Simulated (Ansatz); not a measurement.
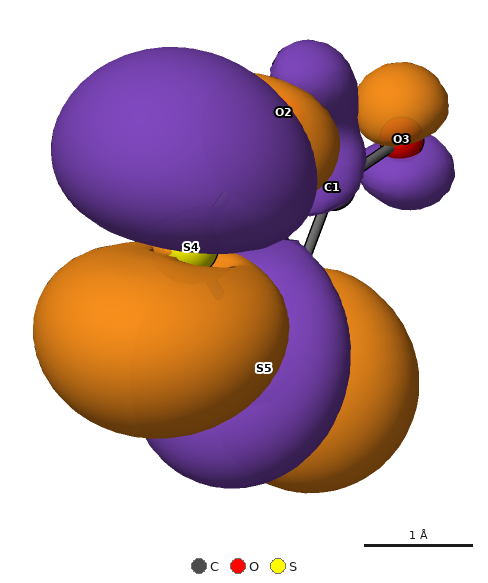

Figure 1: CO₂S₂ (SMILES O=c1oss1). The LUMO at ±0.1 Å⁻³ᐟ² (orange and purple are the two phases), seen at an oblique angle.

Geometry: PBE-D3(BJ)/def2-SVP.

Computed with isolated molecule in a Gaussian basis; Kohn-Sham density functional theory, functional PBE0 in Ansatz.

Input file:

```
crystal:
  periodic: [false, false, false]
  atoms:
    - {symbol: C, position_ang: [-2.102111, 0.706234, -1.393300]}
    - {symbol: O, position_ang: [-1.977156, -0.341841, -0.532511]}
    - {symbol: O, position_ang: [-2.453929, 1.813295, -1.106443]}
    - {symbol: S, position_ang: [-1.430429, -1.626726, -1.618520]}
    - {symbol: S, position_ang: [-1.614672, -0.007818, -2.995839]}
basis:
  gaussian:
    orbitals: def2-TZVPD
hamiltonian:
  xc: {name: PBE0}
output: {forces: true, orbitals: {seedname: orbitals}}
```

Run with:

```sh
ansatz run input.yaml --threads 1 --pin off --max-ram 2610MiB --events-out events.jsonl --progress --plain --runs-dir runs
```

### Describe this orbital and give its energy.

By Hirshfeld shares it lies mainly on S4 (about 55 %), S5 (about 30 %) and O2 (about 10 %); it is symmetric in the molecular plane (an in-plane orbital: σ, lone-pair or in-plane π type). Its energy is −3.21 eV.
